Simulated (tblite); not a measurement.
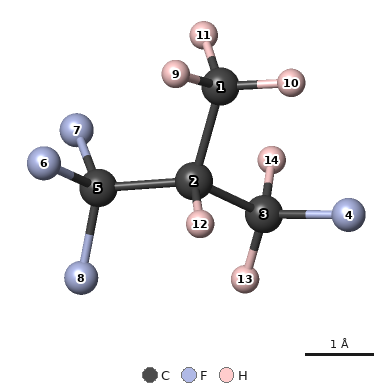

Starting structure of C₄H₆F₄. Style: ball-and-stick. Shown from a free direction.

Theory: tblite 0.8.0, GFN2-xTB geometry optimisation, gas phase.

```xyz
14

C    -0.3118    1.3076    0.4431
C    -0.0259   -0.1826    0.2773
C     1.4172   -0.3585   -0.1251
F     2.2397    0.2038    0.8421
C    -1.0156   -0.8874   -0.5732
F    -2.2672   -0.7197    0.0348
F    -1.1257   -0.3818   -1.8448
F    -0.7155   -2.2315   -0.5318
H    -1.3030    1.3416    0.9692
H     0.4267    1.8119    1.0823
H    -0.4341    1.7907   -0.5478
H    -0.1428   -0.5905    1.3316
H     1.6552   -1.4043   -0.3492
H     1.6022    0.3001   -1.0306
```

Q: Predict the outcome.

A: The largest move after the best rigid fit is that of F7, 0.16 Å. Largest moves by element: F 0.16 Å, H 0.13 Å, C 0.12 Å. Among the contacts that change: C5–F6 1.402 → 1.338 Å, C2–H12 1.136 → 1.095 Å, C3–H14 1.135 → 1.095 Å, C2–C5 1.483 → 1.522 Å. Bond angles that change, for instance: F7–C5–F8 113.9° → 106.3°, C1–C2–H12 103.3° → 110.1°, F4–C3–H13 113.6° → 107.0°. After 47 geometry steps the energy has fallen by 12.0 kcal/mol.

Final geometry:

```xyz
14

C    -0.3847    1.3283    0.4891
C    -0.0148   -0.1503    0.3873
C     1.3995   -0.3412   -0.1694
F     2.3095    0.1453    0.7288
C    -1.0028   -0.8777   -0.5131
F    -2.2640   -0.7630   -0.0801
F    -0.9833   -0.4140   -1.7722
F    -0.7464   -2.1938   -0.5927
H    -1.3666    1.4451    0.9399
H     0.3485    1.8399    1.1063
H    -0.3938    1.7863   -0.4976
H    -0.0713   -0.6208    1.3746
H     1.6332   -1.4003   -0.3207
H     1.5364    0.2155   -1.1022
```

The end point in the same view:

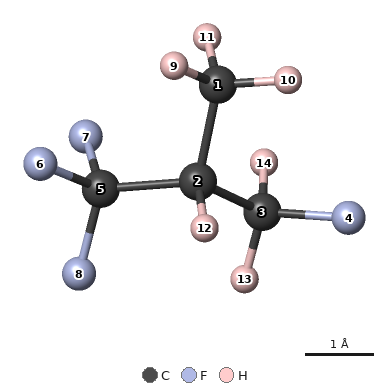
